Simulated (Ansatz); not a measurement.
## Electronic structure of C2FZn (doublet) in real space

Input file:

```
crystal:
  periodic: [false, false, false]
  atoms:
    - symbol: C
      position_ang: [0.350228, 1.023634, -1.043808]
    - symbol: C
      position_ang: [1.003422, 2.118285, -0.991898]
    - symbol: F
      position_ang: [-1.556842, 3.021088, -3.575672]
    - symbol: Zn
      position_ang: [-0.503289, 2.336124, -2.369823]
basis:
  gaussian:
    orbitals: def2-TZVPD
output:
  forces: true
  orbitals: {seedname: orbitals}
hamiltonian:
  xc: pbe0
magnetization:
  spin_polarized: true
  initial_magnetization: 1
```

Run with:

```sh
ansatz run input.yaml --threads 1 --pin off --max-ram 2610MiB --events-out events.jsonl --progress --plain --runs-dir runs
```

Geometry: PBE0-D3(BJ)/def2-SVP.

All numbers below come from isolated molecule in a Gaussian basis; Kohn-Sham density functional theory, functional PBE0 in Ansatz 0.2.0.

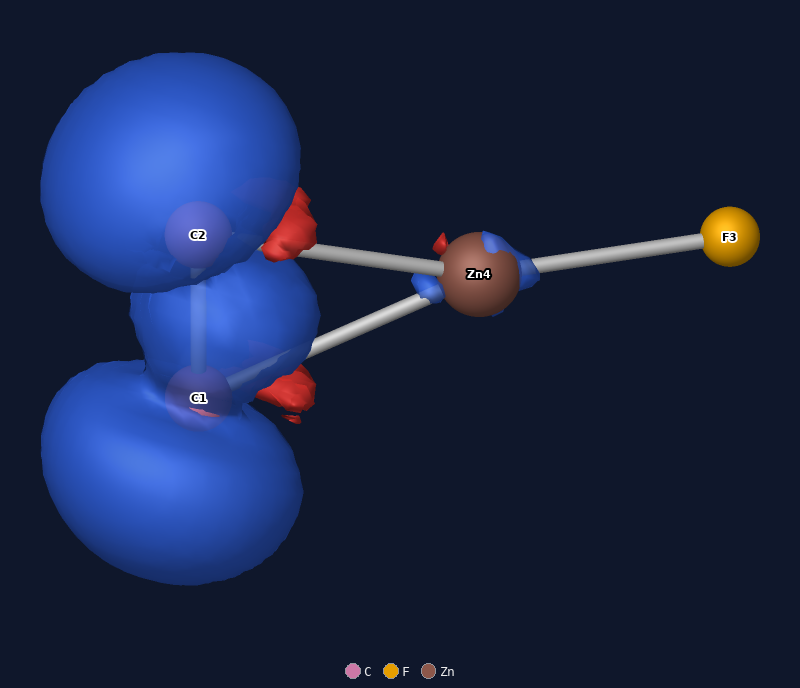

Figure 1. Isosurfaces of the spin density at +0.04 (blue) and −0.04 e/Å³ (red), seen at a tilt.

Which atoms carry the spin?

Answer. The unpaired spin (1 electron) lies mostly on C1 (about 0.5) and C2 (about 0.5), in electrons by Hirshfeld's partition.

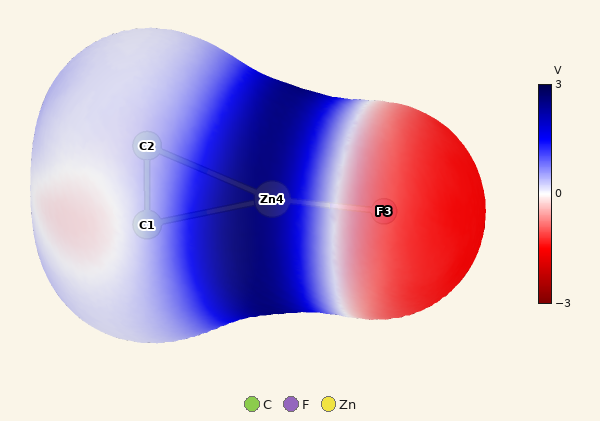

Figure 2. The electrostatic potential painted on the density surface at 0.002 e/bohr³, seen at a tilt; red is negative and blue positive.

Describe the electrostatic potential map.

Answer. The most negative region (about −1.5 V) lies over F3, the most positive (about +2.7 V) over Zn4.

How polar is the molecule by this calculation?

Answer. Its dipole moment is 1.38 D.

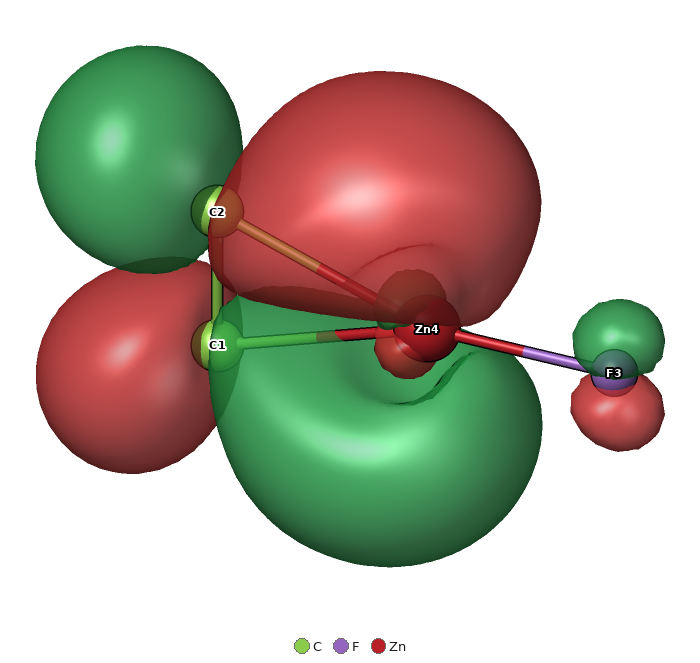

Figure 3. One frontier orbital at ±0.1 Å⁻³ᐟ² (green and red are the two phases), seen at a tilt.

Which orbital is it: HOMO (α) or LUMO (α)?

Answer. The LUMO (α), at −1.78 eV. Its weight (Hirshfeld) is mainly on Zn4 (about 35 %), C1 (about 30 %) and C2 (about 30 %); it is symmetric in the molecular plane (an in-plane orbital: σ, lone-pair or in-plane π type).
